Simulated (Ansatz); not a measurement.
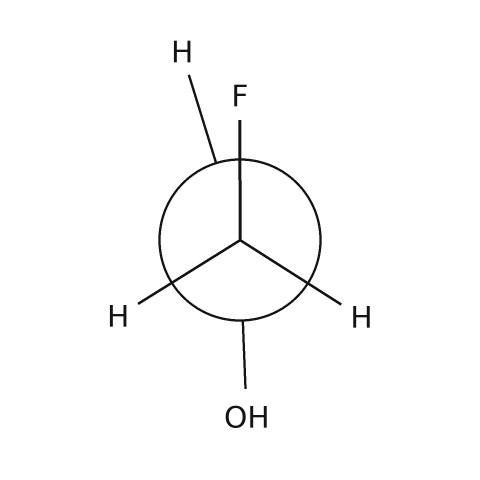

A Newman projection along the C–B bond, carbon in front; angles are drawn as computed, but eclipsed bonds slightly apart. The computed structure is the end point of a PBE-D4/def2-SVP optimisation. No frequency run is at hand to confirm it as a minimum.

Which molecule is it?

CH4BFO, OBCF

What is the torsion angle from the front F to the back OH? The sign is positive where the front bond must turn clockwise to cover the back bond.

178°, antiperiplanar (anti).
